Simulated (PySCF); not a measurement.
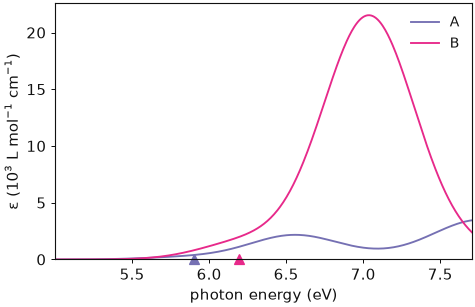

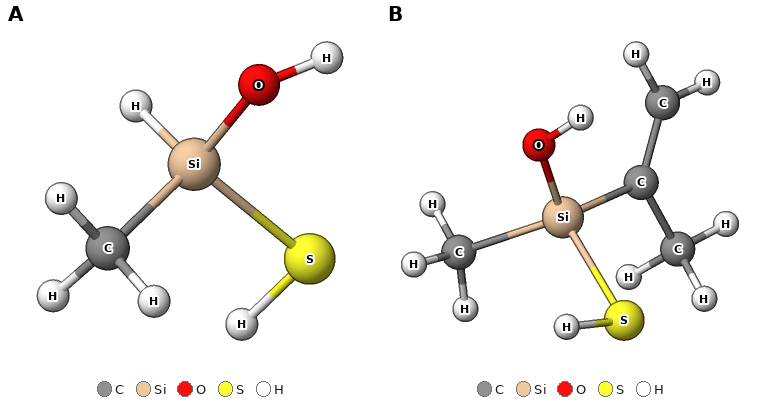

Related molecules: A is CH₆OSSi, SMILES C[Si@@H](O)S; B is C₄H₁₀OSSi, SMILES C=C(C)[Si@](C)(O)S. Vertical TDDFT absorption, CAM-B3LYP/def2-SVPD with PySCF, at a GFN2-xTB geometry (no frequency check); Gaussians of 1/e half-width 0.40 eV, triangles mark S1, and the range ends where the computed states of one molecule run out.

> How does the lowest singlet move?

A: 5.90 eV (f = 0.006, mainly HOMO → LUMO (75 %)); B: 6.20 eV (f = 0.031, mainly HOMO → LUMO (56 %)). From A to B it shifts 0.29 eV to the blue.

> And the brightest state of each within the range drawn?

A: S2 at 6.54 eV, f = 0.05; B: S5 at 7.05 eV, f = 0.34.

Caveats, for all or some of the runs: core orbitals are frozen in the response; one conformer of a flexible molecule; the tight-binding geometry is rougher than a DFT one and adds to the error.
